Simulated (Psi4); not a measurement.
**One shape, several levels: triplet [GePH4]−**

Aim: a comparison of 4 runs (U-revPBE/def2-TZVP, UBLYP/def2-TZVP, UPBE/def2-TZVP, UTPSS/def2-TZVP) of triplet [GePH4]−. 

Program for the calculation: Psi4 1.11.

1 further run of the same task is left out (set aside as unsound or not needed).

## (1) The system as given

[GePH4]− has 6 atoms, charge -1, and is taken as a triplet. As SMILES of the parent species, `[PH2][GeH2-]`. Geometry: a GFN2-xTB relaxation, a rough one for these elements and not checked as a minimum. This is one conformer, not always the lowest. That shape belongs to the parent species and isn't relaxed for this state.

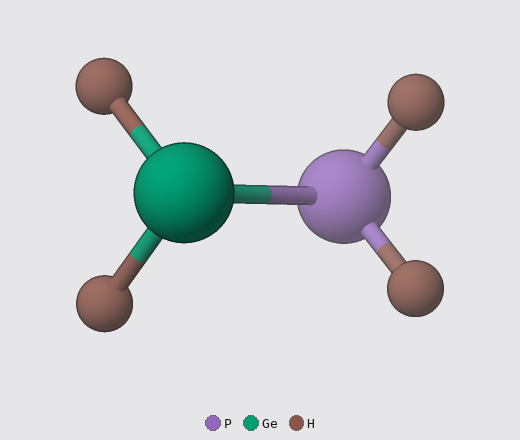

Viewed from a chosen angle; phosphorus purple, germanium teal, hydrogen brown.

## (2) Energy and gradient at U-revPBE/def2-TZVP (run 1)

geh4p.py

```python
import psi4

psi4.set_memory(1600000000)
psi4.set_num_threads(1)
psi4.set_output_file('run.log', False)

m = psi4.geometry("""
-1 3
P     -0.720450    -0.896490    -0.032470
Ge     0.869730     0.846830     0.028390
H     -0.086520    -1.653140     0.936400
H     -0.067380    -1.604580    -1.025200
H      0.009790     1.687950    -1.097840
H     -0.005170     1.619430     1.190720
symmetry c1
""")

psi4.set_options({
    'reference': 'uks',
    'puream': True,
    'e_convergence': 1e-09,
    'd_convergence': 1e-08,
    'scf_type': 'pk',
    'dft_radial_points': 99,
    'dft_spherical_points': 590,
    'maxiter': 200,
})

e, wfn = psi4.gradient('revpbe/def2-TZVP', return_wfn=True)
psi4.oeprop(wfn, 'LOWDIN_CHARGES', 'QUADRUPOLE', 'MAYER_INDICES', title='REVPBE')
print('gradient / Eh bohr^-1')
print(e.np.round(6))
print(f'energy = {wfn.energy():.10f} Eh')
```

On the command line:

```bash
python geh4p.py
```

run.log:

```text
[...]
  Running in c1 symmetry.
[...]
  Nuclear repulsion =  158.212500119900142
[...]
  Multiplicity = 3
[...]
  Nalpha       = 27
  Nbeta        = 25
[...]
    Number of basis functions: 109
[...]
   @UKS iter   1: -2418.08052593605771   -8.33158e-01   3.14985e-02 ADIIS/DIIS
[...]
   @UKS iter  18: -2420.42874736598742   -4.09273e-12   9.17737e-09 DIIS
[...]
   @S^2 Observed:                2.005331259E+00
[...]
    Orbital Energies [Eh]
    ---------------------
    Alpha Occupied:
       1A   -396.867253     2A    -76.111118     3A    -48.950243
       4A    -43.556256     5A    -43.555436     6A    -43.554562
       7A     -6.106020     8A     -5.755197     9A     -4.316629
      10A     -4.316586    11A     -4.313958    12A     -3.970564
      13A     -3.968392    14A     -3.965372    15A     -0.874206
      16A     -0.873861    17A     -0.872087    18A     -0.869758
      19A     -0.868764    20A     -0.399136    21A     -0.264233
      22A     -0.167207    23A     -0.098313    24A     -0.075773
      25A     -0.065533    26A     -0.019967    27A      0.143672
    Alpha Virtual:
[...]
  @UKS Final Energy: -2420.42874736598742
   => Energetics <=
    Nuclear Repulsion Energy =            158.2125001199001417
    One-Electron Energy =               -3695.0636112648621747
    Two-Electron Energy =                1220.1104604236275009
    DFT Exchange-Correlation Energy =    -103.6880966446529584
    Empirical Dispersion Energy =           0.0000000000000000
    VV10 Nonlocal Energy =                  0.0000000000000000
    Total Energy =                      -2420.4287473659874195
[...]
  -Total Gradient:
     Atom            X                  Y                   Z
    ------   -----------------  -----------------  -----------------
       1        0.036862279410     0.019725843653     0.000909421276
       2       -0.000595715006    -0.056181259502    -0.001517453634
       3       -0.004206136057     0.013222705314    -0.016780838557
       4       -0.004479500324     0.012376349490     0.017334436958
       5       -0.013871210942     0.005381314141     0.002243735572
       6       -0.013711105805     0.005473850063    -0.002189296744
[...]
 Multipole Moments:
 ------------------------------------------------------------------------------------
     Multipole            Electronic (a.u.)      Nuclear  (a.u.)        Total (a.u.)
 ------------------------------------------------------------------------------------
 L = 1.  Multiply by 2.5417464519 to convert [e a0] to [Debye]
 Dipole X            :          5.8184668           -5.1171358            0.7013310
 Dipole Y            :          4.9078327           -4.9712526           -0.0634199
 Dipole Z            :          0.1690024           -0.1665233            0.0024791
 Magnitude           :                                                    0.7041970
 L = 2.  Multiply by 1.3450342976 to convert [e a0^2] to [Debye ang]
 Quadrupole XX       :       -130.4439932           94.8601873          -35.5838059
 Quadrupole XY       :       -110.3347913          103.9968534           -6.3379379
[...]
```

Standard output:

```text
gradient / Eh bohr^-1
[[ 0.036862  0.019726  0.000909]
 [-0.000596 -0.056181 -0.001517]
 [-0.004206  0.013223 -0.016781]
 [-0.00448   0.012376  0.017334]
 [-0.013871  0.005381  0.002244]
 [-0.013711  0.005474 -0.002189]]
energy = -2420.4287473660 Eh
```

Run time: 32 s. Hardware: 1 thread of Intel Xeon 6975P-C (Granite Rapids), shared host; peak memory 0.6 GiB.

## (3) The energy at UBLYP/def2-TZVP (run 2)

job.in

```
memory 1600 MB

molecule molecule1 {
  -1 3
  P     -0.720450    -0.896490    -0.032470
  Ge     0.869730     0.846830     0.028390
  H     -0.086520    -1.653140     0.936400
  H     -0.067380    -1.604580    -1.025200
  H      0.009790     1.687950    -1.097840
  H     -0.005170     1.619430     1.190720
  symmetry c1
}

set basis def2-TZVP
set reference uks
set puream true
set e_convergence 1e-09
set d_convergence 1e-08
set scf_type pk
set dft_radial_points 99
set dft_spherical_points 590
set maxiter 200

energy('blyp')
```

On the command line:

```bash
psi4 -n 1 job.in job.out
```

job.out:

```text
[...]
  Running in c1 symmetry.
[...]
  Nuclear repulsion =  158.212500119900142
[...]
  Multiplicity = 3
[...]
  Nalpha       = 27
  Nbeta        = 25
[...]
    Number of basis functions: 109
[...]
   @UKS iter   1: -2418.31656451008803   -8.11340e-01   3.16483e-02 DIIS/ADIIS
[...]
   @UKS iter  18: -2420.69327561673617    9.09495e-13   3.94342e-09 DIIS
[...]
   @S^2 Observed:                2.002829756E+00
[...]
    Orbital Energies [Eh]
    ---------------------
    Alpha Occupied:
       1A   -396.964664     2A    -76.156012     3A    -48.967670
       4A    -43.592549     5A    -43.591666     6A    -43.590800
       7A     -6.100415     8A     -5.742850     9A     -4.324242
      10A     -4.324056    11A     -4.321471    12A     -3.964474
      13A     -3.962230    14A     -3.959251    15A     -0.874184
      16A     -0.873894    17A     -0.872109    18A     -0.869809
      19A     -0.868754    20A     -0.395377    21A     -0.260252
      22A     -0.164219    23A     -0.095038    24A     -0.072086
      25A     -0.059996    26A     -0.013303    27A      0.150093
    Alpha Virtual:
[...]
  @UKS Final Energy: -2420.69327561673617
   => Energetics <=
    Nuclear Repulsion Energy =            158.2125001199001417
    One-Electron Energy =               -3694.7984263114904024
    Two-Electron Energy =                1219.8326577109119171
    DFT Exchange-Correlation Energy =    -103.9400071360576732
    Empirical Dispersion Energy =           0.0000000000000000
    VV10 Nonlocal Energy =                  0.0000000000000000
    Total Energy =                      -2420.6932756167361731
[...]
 Multipole Moments:
 ------------------------------------------------------------------------------------
     Multipole            Electronic (a.u.)      Nuclear  (a.u.)        Total (a.u.)
 ------------------------------------------------------------------------------------
 L = 1.  Multiply by 2.5417464519 to convert [e a0] to [Debye]
 Dipole X            :          5.8530961           -5.1171358            0.7359603
 Dipole Y            :          4.9928634           -4.9712526            0.0216108
 Dipole Z            :          0.1714115           -0.1665233            0.0048882
 Magnitude           :                                                    0.7362938
[...]
```

Run time: 23 s. Hardware: 1 thread of Intel Xeon 6975P-C (Granite Rapids), shared host; peak memory 0.6 GiB.

Run 3 isn't shown in full; the table further down has it.

## (4) Energy and gradient at UTPSS/def2-TZVP (run 4)

geh4p.xyz

```xyz
6
GeH4P
P     -0.720450    -0.896490    -0.032470
Ge     0.869730     0.846830     0.028390
H     -0.086520    -1.653140     0.936400
H     -0.067380    -1.604580    -1.025200
H      0.009790     1.687950    -1.097840
H     -0.005170     1.619430     1.190720
```

calc.py

```python
import psi4

psi4.set_memory(1600000000)
psi4.set_num_threads(1)
psi4.core.set_output_file('psi4.out', False)

with open('geh4p.xyz') as f:
    atoms = ''.join(f.readlines()[2:])
geom = psi4.geometry('-1 3\n' + atoms + 'symmetry c1\nno_reorient\nno_com')

psi4.set_options({
    'basis': 'def2-TZVP',
    'reference': 'uks',
    'puream': True,
    'e_convergence': 1e-09,
    'd_convergence': 1e-08,
    'scf_type': 'pk',
    'dft_radial_points': 99,
    'dft_spherical_points': 590,
    'maxiter': 200,
})

E, wfn = psi4.gradient('tpss', return_wfn=True)
psi4.oeprop(wfn, 'MAYER_INDICES', 'DIPOLE', 'WIBERG_LOWDIN_INDICES')
print('gradient / Eh bohr^-1')
print(E.np.round(6))
print(f'energy = {wfn.energy():.10f} Eh')
```

On the command line:

```bash
python calc.py
```

psi4.out, cut to the lines that bear on the results:

```text
[...]
  Running in c1 symmetry.
[...]
  Nuclear repulsion =  158.212500119900142
[...]
  Multiplicity = 3
[...]
  Nalpha       = 27
  Nbeta        = 25
[...]
    Number of basis functions: 109
[...]
   @UKS iter   1: -2418.34944498461755   -8.90443e-01   3.12292e-02 ADIIS/DIIS
[...]
   @UKS iter  18: -2420.65345622681980   -1.00044e-11   5.72117e-09 DIIS
[...]
   @S^2 Observed:                2.006009886E+00
[...]
  @UKS Final Energy: -2420.65345622681980
   => Energetics <=
    Nuclear Repulsion Energy =            158.2125001199001417
    One-Electron Energy =               -3694.9504001958375738
    Two-Electron Energy =                1220.0039972654867597
    DFT Exchange-Correlation Energy =    -103.9195534163692400
    Empirical Dispersion Energy =           0.0000000000000000
    VV10 Nonlocal Energy =                  0.0000000000000000
    Total Energy =                      -2420.6534562268197988
[...]
  -Total Gradient:
     Atom            X                  Y                   Z
    ------   -----------------  -----------------  -----------------
       1        0.033415061701     0.025852408757     0.001034208899
       2        0.001592081025    -0.059445996589    -0.001611357168
       3       -0.002144810230     0.009667723002    -0.014095854504
       4       -0.002357776304     0.008957967235     0.014511570731
       5       -0.015315732441     0.007503620526     0.000118018611
       6       -0.015189946976     0.007466887914     0.000043553198
[...]
 Multipole Moments:
 ------------------------------------------------------------------------------------
     Multipole            Electronic (a.u.)      Nuclear  (a.u.)        Total (a.u.)
 ------------------------------------------------------------------------------------
 L = 1.  Multiply by 2.5417464519 to convert [e a0] to [Debye]
 Dipole X            :        -31.9311529           31.8897520           -0.0414010
 Dipole Y            :        -26.6366374           25.8908920           -0.7457455
 Dipole Z            :         -0.8229116            0.8040974           -0.0188142
 Magnitude           :                                                    0.7471307
[...]
```

The script printed:

```text
gradient / Eh bohr^-1
[[ 3.3415e-02  2.5852e-02  1.0340e-03]
 [ 1.5920e-03 -5.9446e-02 -1.6110e-03]
 [-2.1450e-03  9.6680e-03 -1.4096e-02]
 [-2.3580e-03  8.9580e-03  1.4512e-02]
 [-1.5316e-02  7.5040e-03  1.1800e-04]
 [-1.5190e-02  7.4670e-03  4.4000e-05]]
energy = -2420.6534562268 Eh
```

It took 65 s on 1 thread of Intel Xeon 6975P-C (Granite Rapids), shared host; peak memory 0.6 GiB.

## (5) All runs side by side

```
run               level      task   energy (Eh)  HOMO energy (eV)   ⟨S²⟩  wall time
  1  U-revPBE/def2-TZVP  gradient  -2420.428747              3.91  2.005       32 s
  2     UBLYP/def2-TZVP    energy  -2420.693276              4.08  2.003       23 s
  3      UPBE/def2-TZVP    energy  -2420.171157              3.87  2.005       24 s
  4     UTPSS/def2-TZVP  gradient  -2420.653456              3.89  2.006       65 s
```

## (6) Summary of results

| quantity | value |
| --- | --- |
| run 4: total energy | -2420.65346 Eh |
| run 4: HOMO energy (highest over α and β) | 3.89 eV |
| run 4: ⟨S²⟩ | 2.006 |
| run 4: largest force on an atom | 3.059 eV/Å |

In words: Totals of different functionals can't be ranked against each other. In runs 1, 2, 3, 4 the HOMO lies above zero, so the outermost electron may be held by the basis alone. All runs together took 2.4 min, the longest 65 s.
